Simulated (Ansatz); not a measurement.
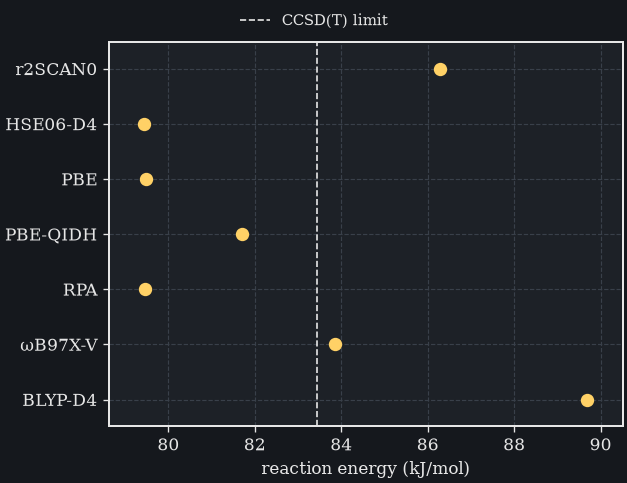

Electronic reaction energy of GeSiH₆O₂ (O[SiH](O)[GeH3]) + H₂ ([H][H]) → GeSiH₆O (O[SiH2][GeH3]) + H₂O (O) (SMILES in brackets) at several levels (functionals in def2-TZVPP unless a basis is named), isolated molecules at PBE0-D4 triple-zeta geometries, minima by their frequencies, no zero-point or thermal terms, the Ansatz code. The line is frozen-core CCSD(T) at the basis limit (MP2 extrapolated from triple and quadruple zeta, plus CCSD(T) less MP2 in a smaller set). PBE-QIDH and RPA hold a correlation term that converges slowly with the basis, so part of the distance to the limit is basis error. No dispersion term is added to r2SCAN0, PBE and PBE-QIDH.

> What range do the values span, the line included?

From 79.4 kJ/mol (HSE06-D4) to 89.7 kJ/mol (BLYP-D4).

> Give the values.

```tsv
level	kJ/mol	less CCSD(T) limit
r2SCAN0	86.3	2.8
HSE06-D4	79.4	−4.0
PBE	79.5	−4.0
PBE-QIDH	81.7	−1.7
RPA	79.5	−4.0
ωB97X-V	83.9	0.4
BLYP-D4	89.7	6.2
CCSD(T) limit	83.4	0.0
```

Known limits of this run: no scalar relativity up to krypton; outer-core shells are correlated without core-valence functions, which makes the correlated values less sure.
